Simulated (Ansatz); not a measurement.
# Dielectric response of BaHfO3 (001), BaO faces films, part 2 of 7

Wanted: ε of perovskite BaHfO3 (001), BaO faces by finite fields on slabs, and the band edges against the vacuum where run.

Ansatz 0.2.0; plane-wave DFT, PBE, Ansatz PAW (the session's first sound run).

So far, gap on the k-mesh (eV): step 2 (relaxing the film, 12 atoms, units 2) 2.88.

## (3) Single point on the relaxed film, 12 atoms, units 2

The film was relaxed beforehand; a single point on the relaxed positions gives its levels and potential.

input.yaml reads:

```yaml
crystal:
  lattice:
    - [4.17, 0.0, 0.0]
    - [0.0, 4.17, 0.0]
    - [0.0, 0.0, 26.34]
  atoms:
    - { symbol: Ba, position: [0.0, 0.0, 0.3443281977] }
    - { symbol: O, position: [0.5, 0.5, 0.3399379664] }
    - { symbol: Hf, position: [0.5, 0.5, 0.4181637524] }
    - { symbol: O, position: [0.0, 0.5, 0.4190039255] }
    - { symbol: O, position: [0.5, 0.0, 0.4190039255] }
    - { symbol: Ba, position: [0.0, 0.0, 0.5000000009] }
    - { symbol: O, position: [0.5, 0.5, 0.4999999995] }
    - { symbol: Hf, position: [0.5, 0.5, 0.5818362474] }
    - { symbol: O, position: [0.0, 0.5, 0.5809960744] }
    - { symbol: O, position: [0.5, 0.0, 0.5809960744] }
    - { symbol: Ba, position: [0.0, 0.0, 0.6556718028] }
    - { symbol: O, position: [0.5, 0.5, 0.6600620332] }
kpoints:
  mp_grid: { grid: [6, 6, 1] }
hamiltonian:
  xc: pbe
scf:
  occupations: { method: fixed }
  convergence: { dr2_threshold: 1.0e-09 }
efield:
  axis: 3
  dipole_correction: true
  ramp_position: 0.97
  ramp_width: 0.06
output:
  eigenvalues: true
  write_potential: true
  write_density: true
  volumetric_format: npy
```

Command:

```sh
> ansatz run input.yaml --threads 4 --pin off --max-ram 16384MiB --backend cpu --events-out ev --progress --plain --runs-dir out
```

Numbers of over 12 decimals in the logs are rounded to 6 here.

The log of the run:

```text
[...]
Crystal: 12 atoms, lattice volume = 458.024 Å³
Basis set: ecut = 420 eV, 8857 PW (Γ)
Bands: 75, of which v1, the nominal top of the filled ones, is band 62 counted from 1 (61 counted from 0)
Symmetry: 8 space group operations
k-points: 10 of 36
[...]
SCF iter   1: F=—  HF=-53283.542139 eV  |F-HF|=—  |Δ(HF+E_count)|=         —  Δρ=9.67e-4  dr2=5.08e-3  ethr=1.77e-3  p=0.000 e·Å  D=5.62e-9 V/Å  ΔV_dip=-0.00 eV  dr2_dipole=1.64e-9  V_vac-E_F(+/−)=3.99/3.99 eV  ⟨swp⟩=5.4  Hψ=2808  notcnv=0  defer=104
[...]
SCF iter  10: F=-53283.549172 eV  HF=-53283.549172 eV  |F-HF|=2.91e-11  |Δ(HF+E_count)|=  5.75e-10  Δρ=1.36e-7  dr2=8.21e-11  ethr=1.00e-12  p=-0.000 e·Å  D=-6.21e-8 V/Å  ΔV_dip=0.00 eV  dr2_dipole=4.30e-13  V_vac-E_F(+/−)=3.78/3.78 eV  ⟨swp⟩=17.9  Hψ=4115  notcnv=0
SCF 1 converged in 10 iterations: F = -53283.549172 eV  dr2 = 8.21e-11
[...]
SCF converged after 10 iterations
Free energy (F): -53283.549172 eV
[...]
Internal energy: -53283.549172 eV  (E = F + TS)
E sigma→0 (E₀):  -53283.549172 eV
Fermi energy:    2.258770 eV
Dipole field:    D = 0.000001 V/Å  (p = 0.000001 e·Å, saw-weighted, corrected)
Work function:   Φ+ = 3.7812 eV   Φ− = 3.7813 eV
[...]
--- Band table (eV; the first three rows and the last of 10) ---
  k-point 0: bands = [... 58 lower, 1.9032, 2.1388, 2.1742, 2.1742, 5.1377, 5.2217, 5.8551, 6.0219, ... 9 higher]
  k-point 1: bands = [... 58 lower, 1.7650, 1.8600, 2.0667, 2.2588, 5.3705, 5.4287, 6.4428, 6.4736, ... 9 higher]
  k-point 2: bands = [... 58 lower, 1.8115, 1.8830, 2.1217, 2.2134, 5.9920, 6.0240, 6.8824, 7.1297, ... 9 higher]
  k-point 9: bands = [... 58 lower, 2.1178, 2.1178, 2.2317, 2.2317, 7.2067, 7.2067, 7.3221, 7.3221, ... 9 higher]
```

Wall time 16 s (4 threads of Arm Neoverse V1, shared host); peak memory 1.2 GiB; 62 s of CPU time.

This step gave:

| Property | Result |
| --- | --- |
| gap on the k-mesh | 2.879 eV |
| dipole along the normal | 1.32e-6 e·Å |
| electron affinity, upper face | 0.9022 eV |

Running mean over 4.17 Å of the planar mean; the ramp of the sawtooth is left out. Electron's electrostatic potential energy less the highest filled level against z:

```
z (Å)  electron's electrostatic potential energy less the highest filled level (eV)
    4                                                                          3.78
    6                                                                          3.58
    8                                                                        -0.382
   10                                                                         -4.51
   12                                                                         -4.51
   14                                                                         -4.38
   16                                                                         -4.61
   18                                                                        -0.829
   20                                                                          3.21
   22                                                                          3.78
```

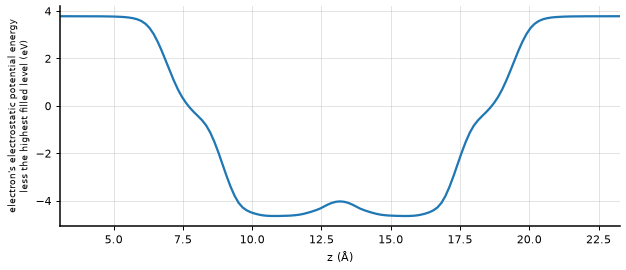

Electron's electrostatic potential energy less the highest filled level, plotted against z.

The gap is 2.88 eV, with the valence edge 3.78 eV and the conduction edge 0.90 eV under the upper vacuum level.

## (4) Atoms held, 12 atoms, units 2, field 0.05 V/Å

A sawtooth potential applies the field, turning back in the middle of the vacuum. With the dipole correction the typed value is the field outside the slab. The induced dipole is small, so the SCF threshold is tight.

input.yaml: that of step 3 with these lines changed.

```diff
@@ -24,3 +24,3 @@
   occupations: { method: fixed }
-  convergence: { dr2_threshold: 1.0e-09 }
+  convergence: { dr2_threshold: 1.0e-10 }
 efield:
@@ -30,4 +30,4 @@
   ramp_width: 0.06
+  amplitude: 0.05
 output:
-  eigenvalues: true
   write_potential: true
```

The log of the run:

```text
[...]
Crystal: 12 atoms, lattice volume = 458.024 Å³
Basis set: ecut = 420 eV, 8857 PW (Γ)
Bands: 75, of which v1, the nominal top of the filled ones, is band 62 counted from 1 (61 counted from 0)
Symmetry: 8 space group operations
k-points: 10 of 36
[...]
SCF iter   1: F=—  HF=-53298.946903 eV  |F-HF|=—  |Δ(HF+E_count)|=         —  Δρ=9.84e-2  dr2=5.41e1  ethr=3.10e-3  p=0.058 e·Å  D=2.29e-2 V/Å  ΔV_dip=-0.60 eV  dr2_dipole=5.80e-4  V_vac-E_F(+/−)=12.86/12.26 eV  ⟨swp⟩=6.0  Hψ=3084  notcnv=0  defer=101
[...]
SCF iter  16: F=-53283.550267 eV  HF=-53283.550267 eV  |F-HF|=1.46e-11  |Δ(HF+E_count)|=  2.18e-11  Δρ=7.30e-8  dr2=1.34e-11  ethr=1.00e-12  p=0.044 e·Å  D=1.73e-2 V/Å  ΔV_dip=-0.46 eV  dr2_dipole=1.59e-14  V_vac-E_F(+/−)=4.14/3.39 eV  ⟨swp⟩=21.0  Hψ=5296  notcnv=0
SCF 1 converged in 16 iterations: F = -53283.550267 eV  dr2 = 1.34e-11
[...]
SCF converged after 16 iterations
[...]
Free energy (F): -53283.550267 eV
[...]
Internal energy: -53283.550267 eV  (E = F + TS)
E sigma→0 (E₀):  -53283.550267 eV
Fermi energy:    2.260500 eV
Dipole field:    D = 0.017302 V/Å  (p = 0.043794 e·Å, saw-weighted, corrected)
Work function:   not extracted (applied field tilts the vacuum); planar V_es + V_field profile in the machine report
[...]
--- Band table (eV; the first three rows and the last of 10) ---
  k-point 0: bands = [... 58 lower, 1.9004, 2.1398, 2.1770, 2.1770, 5.0416, 5.3120, 5.8516, 6.0249, ... 9 higher]
  k-point 1: bands = [... 58 lower, 1.7626, 1.8648, 2.0690, 2.2605, 5.2654, 5.5281, 6.3727, 6.4694, ... 9 higher]
  k-point 2: bands = [... 58 lower, 1.8111, 1.8848, 2.1201, 2.2170, 5.8832, 6.1279, 6.8815, 7.0567, ... 9 higher]
  k-point 9: bands = [... 58 lower, 2.1094, 2.1094, 2.2409, 2.2409, 7.1834, 7.1834, 7.3443, 7.3443, ... 9 higher]
```

It took 21 s on 4 threads; peak memory 1.1 GiB; 84 s of CPU time.

This step gave:

```
gap on the k-mesh       : 2.781 eV
dipole along the normal : 0.04379 e·Å
```

The dipole is 0.0438 e·Å, and the gap on the mesh 2.781 eV.

## (5) Atoms held, 12 atoms, units 2, field -0.05 V/Å

input.yaml: that of step 4 with these lines changed.

```diff
@@ -30,3 +30,3 @@
   ramp_width: 0.06
-  amplitude: 0.05
+  amplitude: -0.05
 output:
```

The log of the run:

```text
[...]
Crystal: 12 atoms, lattice volume = 458.024 Å³
Basis set: ecut = 420 eV, 8857 PW (Γ)
Bands: 75, of which v1, the nominal top of the filled ones, is band 62 counted from 1 (61 counted from 0)
Symmetry: 8 space group operations
k-points: 10 of 36
[...]
k-point 0: bands = [... 58 lower, 1.9004, 2.1398, 2.1770, 2.1770, 5.0416, 5.3120, 5.8516, 6.0249, ... 9 higher]
  k-point 1: bands = [... 58 lower, 1.7626, 1.8648, 2.0690, 2.2605, 5.2654, 5.5281, 6.3727, 6.4694, ... 9 higher]
  k-point 2: bands = [... 58 lower, 1.8111, 1.8848, 2.1201, 2.2170, 5.8832, 6.1279, 6.8815, 7.0567, ... 9 higher]
  k-point 9: bands = [... 58 lower, 2.1094, 2.1094, 2.2409, 2.2409, 7.1834, 7.1834, 7.3443, 7.3443, ... 9 higher]
[key lines of the parts left out:]
SCF converged after 16 iterations
Free energy (F): -53283.550267 eV
Fermi energy:    2.260500 eV
Dipole field:    D = -0.017301 V/Å  (p = -0.043793 e·Å, saw-weighted, corrected)
```

Run time: 21 s. Hardware: 4 threads; peak memory 1.1 GiB.

The dipole is -0.0438 e·Å, and the gap on the mesh 2.781 eV.

## (6) Response with the atoms held, 12 atoms, units 2

This step: plane-wave DFT, PBE, Ansatz PAW; response to a field along the normal, atoms held (Ansatz 0.2.0).

The two fields give this film's response with the atoms held: the electronic part.

This step gave:

| Property | Result |
| --- | --- |
| equivalent conductor thickness p/(ε₀AE) | 9.114 Å |
| distance between the outer atoms | 8.432 Å |
| thickness | 10.43 Å |
| inner field over outer field | 0.2016 |
| local ε in the middle | 4.959 |

Local field over the applied field, running mean. From the potentials at -0.05 and 0.05 V/Å; running mean over 4.17 Å, taken twice. The local field over applied field by z:

```
z (Å)  local field over applied field
    6                           0.830
    8                           0.516
   10                           0.263
   12                           0.200
   14                           0.201
   16                           0.240
   18                           0.460
   20                           0.786
   22                           0.844
```

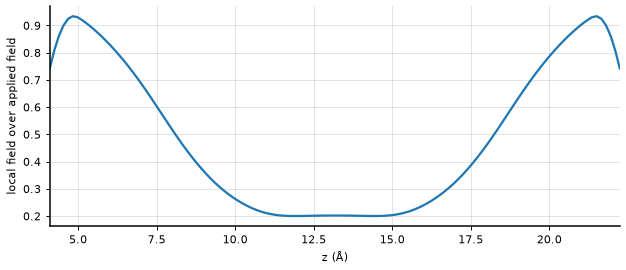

Local field over applied field, plotted against z.

The induced electron density oscillates, so the rows of the table below give means over windows of 1 Å about each position, cut where the curve ends. Its maxima inside the range that stand out by 2 % of the span (Å: e/Å³ per V/Å): 8.0: 0.00343, 9.1: 0.00114, 10.4: 0.00169, 11.1: 0, 12.4: 0.00170, 14.8: 0.00215, 15.4: 3.4e-4, 16.7: 0.00161, 17.6: -4.5e-4. Its minima: 8.8: 4.5e-4, 9.7: -0.00161, 11.0: -3.4e-4, 11.6: -0.00215, 13.9: -0.00170, 15.2: 0, 16.0: -0.00169, 17.3: -0.00114, 18.3: -0.00343.

Electrons, planar mean, per unit field. Induced electron density against z; means over each step:

```
z (Å)  induced electron density (e/Å³ per V/Å)
    5                                   5.7e-5
    6                                   2.9e-4
    7                                  0.00125
    8                                  0.00284
    9                                   4.1e-4
   10                                  -2.4e-4
   11                                  -6.5e-5
   12                                  -3.1e-4
   13                                   4.1e-4
   14                                  -7.5e-4
   15                                   1.0e-3
   16                                  -5.3e-4
   17                                   3.4e-4
   18                                 -0.00217
   19                                 -0.00193
   20                                  -4.8e-4
   21                                  -9.9e-5
   22                                  -2.1e-5
```

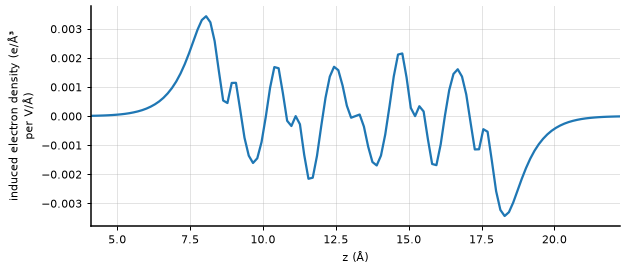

Induced electron density, plotted against z.

By hand: between -0.05 and 0.05 V/Å the dipole changes by 0.08759 e·Å, a slope of 0.8759 e·Å²/V. A perfect conductor of thickness t has p = ε₀AEt, so t = 180.95 × 0.8759 / 17.389 = 9.11 Å (e/ε₀ = 180.95 V·Å, A in Å²).

The induced dipole is that of a conductor 9.11 Å thick.

## (7) Field on, atoms free, 12 atoms, field 0.03 V/Å

This step: plane-wave DFT, PBE, Ansatz PAW (Ansatz 0.2.0).

Now the atoms may follow the field. A weak field makes forces of meV/Å to tens of meV/Å, so the force tolerance is set well below the usual one.

input.yaml: that of step 5 with these lines changed.

```diff
@@ -30,3 +30,6 @@
   ramp_width: 0.06
-  amplitude: -0.05
+  amplitude: 0.03
+relax:
+  f_tol: 0.0006
+  max_steps: 70
 output:
```

The log of the run:

```text
[...]
Crystal: 12 atoms, lattice volume = 458.024 Å³
Basis set: ecut = 420 eV, 8857 PW (Γ), exchange–correlation on 60×60×360 points (8 copies of the dense FFT grid, shifted against one another)
Bands: 75, of which v1, the nominal top of the filled ones, is band 62 counted from 1 (61 counted from 0)
Symmetry: 8 space group operations
k-points: 10 of 36
[...]
SCF iter   1: F=—  HF=-53298.938080 eV  |F-HF|=—  |Δ(HF+E_count)|=         —  Δρ=9.85e-2  dr2=5.42e1  ethr=3.10e-3  p=0.035 e·Å  D=1.37e-2 V/Å  ΔV_dip=-0.36 eV  dr2_dipole=2.08e-4  V_vac-E_F(+/−)=12.74/12.38 eV  ⟨swp⟩=6.1  Hψ=2876  notcnv=0  defer=99
[...]
SCF iter  16: F=-53283.549360 eV  HF=-53283.549360 eV  |F-HF|=2.18e-11  |Δ(HF+E_count)|=  1.75e-10  Δρ=6.97e-8  dr2=1.21e-11  ethr=1.00e-12  p=0.026 e·Å  D=1.04e-2 V/Å  ΔV_dip=-0.27 eV  dr2_dipole=1.67e-14  V_vac-E_F(+/−)=4.00/3.55 eV  ⟨swp⟩=6.1  Hψ=5005  notcnv=0
SCF 1 converged in 16 iterations: F = -53283.549360 eV  dr2 = 1.21e-11
[...]
relax step   1: F+E_penalty+E_count = -53283.54936013 eV  Δ(F+E_penalty+E_count) = +0.000e0 eV  max|allowed force component| = 3.663e-2 eV/Å  Δτ_max = 0.0000 Å  (16 SCF iters, accepted)
[...]
SCF iter  10: F=-53283.547216 eV  HF=-53283.547216 eV  |F-HF|=1.09e-10  |Δ(HF+E_count)|=  2.76e-10  Δρ=7.84e-8  dr2=2.13e-11  ethr=1.00e-12  p=0.058 e·Å  D=2.28e-2 V/Å  ΔV_dip=-0.60 eV  dr2_dipole=4.02e-14  V_vac-E_F(+/−)=3.82/3.70 eV  ⟨swp⟩=7.3  Hψ=4465  notcnv=0
SCF 2 converged in 10 iterations: F = -53283.547216 eV  dr2 = 2.13e-11
[...]
relax step   2: F+E_penalty+E_count = -53283.54721562 eV  Δ(F+E_penalty+E_count) = +2.145e-3 eV  max|allowed force component| = 1.083e-1 eV/Å  Δτ_max = 0.0132 Å  (10 SCF iters, rejected (line search))
SCF iter   1: F=—  HF=-53283.550191 eV  |F-HF|=—  |Δ(HF+E_count)|=         —  Δρ=3.77e-4  dr2=3.09e-3  ethr=3.11e-5  p=0.058 e·Å  D=2.28e-2 V/Å  ΔV_dip=-0.60 eV  dr2_dipole=1.90e-3  V_vac-E_F(+/−)=3.82/3.70 eV  ⟨swp⟩=6.3  Hψ=1336  notcnv=0  defer=110
[...]
SCF iter   9: F=-53283.549433 eV  HF=-53283.549433 eV  |F-HF|=8.73e-11  |Δ(HF+E_count)|=  9.68e-10  Δρ=1.34e-7  dr2=7.01e-11  ethr=1.00e-12  p=0.032 e·Å  D=1.27e-2 V/Å  ΔV_dip=-0.33 eV  dr2_dipole=2.01e-14  V_vac-E_F(+/−)=3.97/3.58 eV  ⟨swp⟩=6.1  Hψ=4939  notcnv=0
SCF 3 converged in 9 iterations: F = -53283.549433 eV  dr2 = 7.01e-11
relax step   3: F+E_penalty+E_count = -53283.54943252 eV  Δ(F+E_penalty+E_count) = -7.239e-5 eV  max|allowed force component| = 9.852e-3 eV/Å  Δτ_max = 0.0018 Å  (9 SCF iters, accepted)
[...]
relax step   4: F+E_penalty+E_count = -53283.54943266 eV  Δ(F+E_penalty+E_count) = -1.463e-7 eV  max|allowed force component| = 8.732e-3 eV/Å  Δτ_max = 0.0001 Å  (5 SCF iters, accepted)
[...]
relax step   5: F+E_penalty+E_count = -53283.54944756 eV  Δ(F+E_penalty+E_count) = -1.490e-5 eV  max|allowed force component| = 7.027e-3 eV/Å  Δτ_max = 0.0006 Å  (7 SCF iters, accepted)
[...]
relax step   6: F+E_penalty+E_count = -53283.54933034 eV  Δ(F+E_penalty+E_count) = +1.172e-4 eV  max|allowed force component| = 5.183e-2 eV/Å  Δτ_max = 0.0023 Å  (9 SCF iters, rejected (line search))
SCF iter   1: F=—  HF=-53283.549241 eV  |F-HF|=—  |Δ(HF+E_count)|=         —  Δρ=1.02e-4  dr2=2.38e-4  ethr=1.83e-6  p=0.036 e·Å  D=1.42e-2 V/Å  ΔV_dip=-0.37 eV  dr2_dipole=7.41e-5  V_vac-E_F(+/−)=3.95/3.60 eV  ⟨swp⟩=2.4  Hψ=1129  notcnv=0  defer=110
[...]
SCF iter   8: F=-53283.549450 eV  HF=-53283.549450 eV  |F-HF|=9.46e-11  |Δ(HF+E_count)|=  5.68e-10  Δρ=1.76e-7  dr2=7.58e-11  ethr=1.00e-12  p=0.032 e·Å  D=1.27e-2 V/Å  ΔV_dip=-0.34 eV  dr2_dipole=1.02e-12  V_vac-E_F(+/−)=3.96/3.58 eV  ⟨swp⟩=6.4  Hψ=4908  notcnv=0
SCF 7 converged in 8 iterations: F = -53283.549450 eV  dr2 = 7.58e-11
relax step   7: F+E_penalty+E_count = -53283.54944960 eV  Δ(F+E_penalty+E_count) = -2.035e-6 eV  max|allowed force component| = 1.661e-4 eV/Å  Δτ_max = 0.0003 Å  (8 SCF iters, accepted)
NSCF: frozen V_eff on 10 k-points
[...]
SCF converged after 8 iterations
[...]
Free energy (F): -53283.549450 eV
[...]
Internal energy: -53283.549450 eV  (E = F + TS)
E sigma→0 (E₀):  -53283.549450 eV
Fermi energy:    2.258554 eV
Dipole field:    D = 0.012730 V/Å  (p = 0.032222 e·Å, saw-weighted, corrected)
Work function:   not extracted (applied field tilts the vacuum); planar V_es + V_field profile in the machine report
[...]
--- Forces (eV/Å), atoms counted from 1 ---
  atom   1  Ba     0.00000000     0.00000000     0.00008948
  atom   2  O     -0.00000000     0.00000000     0.00010587
  atom   3  Hf     0.00000000     0.00000000    -0.00004763
  atom   4  O      0.00000000     0.00000000     0.00002504
  atom   5  O      0.00000000     0.00000000     0.00002504
  atom   6  Ba    -0.00000000     0.00000000    -0.00014935
  atom   7  O     -0.00000000     0.00000000    -0.00016502
  atom   8  Hf     0.00000000     0.00000000    -0.00011290
  atom   9  O      0.00000000     0.00000000     0.00004750
  atom  10  O     -0.00000000     0.00000000     0.00004750
  atom  11  Ba     0.00000000     0.00000000     0.00001677
  atom  12  O     -0.00000000     0.00000000     0.00013103
  max |Σ_I F_I| component: 1.33e-5 eV/Å
--- Band table (eV; the first three rows and the last of 10) ---
  k-point 0: bands = [... 58 lower, 1.9028, 2.1385, 2.1740, 2.1740, 5.1137, 5.2390, 5.8553, 6.0221, ... 9 higher]
  k-point 1: bands = [... 58 lower, 1.7646, 1.8597, 2.0665, 2.2586, 5.3416, 5.4509, 6.4437, 6.4737, ... 9 higher]
  k-point 2: bands = [... 58 lower, 1.8112, 1.8829, 2.1218, 2.2132, 5.9597, 6.0502, 6.8825, 7.1280, ... 9 higher]
  k-point 9: bands = [... 58 lower, 2.1174, 2.1174, 2.2316, 2.2316, 7.2059, 7.2059, 7.3221, 7.3221, ... 9 higher]
--- Relaxed structure (7 steps of the walk, 5 accepted, 0 SCFs on fresh bases) ---
  F+E_penalty+E_count = -53283.54944960 eV   max|allowed force component| = 1.661e-4 eV/Å
  atoms:
    - { symbol: Ba, position: [0, 0.0, 0.344384] }
    - { symbol: O, position: [0.5, 0.5, 0.339904] }
    - { symbol: Hf, position: [0.5, 0.5, 0.418167] }
    - { symbol: O, position: [0, 0.5, 0.418975] }
    - { symbol: O, position: [0.5, 0.0, 0.418975] }
    - { symbol: Ba, position: [0, 0.0, 0.500042] }
    - { symbol: O, position: [0.5, 0.5, 0.499971] }
    - { symbol: Hf, position: [0.5, 0.5, 0.581853] }
    - { symbol: O, position: [0, 0.5, 0.580975] }
    - { symbol: O, position: [0.5, 0.0, 0.580975] }
    - { symbol: Ba, position: [0, 0.0, 0.655738] }
    - { symbol: O, position: [0.5, 0.5, 0.660042] }
```

Run time: 71 s. Hardware: 4 threads; peak memory 1.1 GiB; 4.6 min of CPU time.

No atom moved by 0.005 Å in the relaxation.

Numbers from this step:

- gap on the k-mesh: 2.855 eV
- dipole along the normal: 0.03222 e·Å

The relaxation took 7 steps and lowered the energy by 8.9e-5 eV; the largest force on the free atoms ends at 1.7e-4 eV/Å.

The dipole is 0.0322 e·Å, and the gap on the mesh 2.855 eV.

## (8) Field on, atoms free, 12 atoms, field -0.03 V/Å

The opposite sign, again from the field-free geometry; the difference of the two cancels what relaxes without a field.

input.yaml: that of step 7 with these lines changed.

```diff
@@ -30,3 +30,3 @@
   ramp_width: 0.06
-  amplitude: 0.03
+  amplitude: -0.03
 relax:
```

The log of the run:

```text
[...]
Crystal: 12 atoms, lattice volume = 458.024 Å³
Basis set: ecut = 420 eV, 8857 PW (Γ), exchange–correlation on 60×60×360 points (8 copies of the dense FFT grid, shifted against one another)
Bands: 75, of which v1, the nominal top of the filled ones, is band 62 counted from 1 (61 counted from 0)
Symmetry: 8 space group operations
k-points: 10 of 36
[...]
- { symbol: Hf, position: [0.5, 0.5, 0.418147] }
    - { symbol: O, position: [0, 0.5, 0.419025] }
    - { symbol: O, position: [0.5, 0.0, 0.419025] }
    - { symbol: Ba, position: [0, 0.0, 0.499958] }
    - { symbol: O, position: [0.5, 0.5, 0.500029] }
    - { symbol: Hf, position: [0.5, 0.5, 0.581833] }
    - { symbol: O, position: [0, 0.5, 0.581025] }
    - { symbol: O, position: [0.5, 0.0, 0.581025] }
    - { symbol: Ba, position: [0, 0.0, 0.655616] }
    - { symbol: O, position: [0.5, 0.5, 0.660096] }
[key lines of the parts left out:]
SCF converged after 8 iterations
Free energy (F): -53283.549450 eV
Fermi energy:    2.258553 eV
Dipole field:    D = -0.012730 V/Å  (p = -0.032222 e·Å, saw-weighted, corrected)
```

The job ended after 70 s (4 threads; peak memory 1.1 GiB; 4.6 min of CPU time).

Hardly anything moved in the relaxation; the energy changed by under 0.2 meV an atom.

The relaxation took 7 steps and lowered the energy by 8.9e-5 eV; the largest force on the free atoms ends at 1.7e-4 eV/Å.

The dipole is -0.0322 e·Å, and the gap on the mesh 2.855 eV.

[end of part 2 of 7]

[Logs are printed without paths, hosts, clocks, repeated set-up lines and the standing remarks that a program may print on its own settings, such as how far it seeks lower states.]

[Hosts, paths, dates, database ids (printed as entryN), source tags and the programs' standing remarks are cut or masked in the printed files.]

[Maps of the electrostatic potential energy from Ansatz leave out the sawtooth potential of an applied field or a dipole correction, so their vacuum need not be flat; planar profiles and work functions include it.]
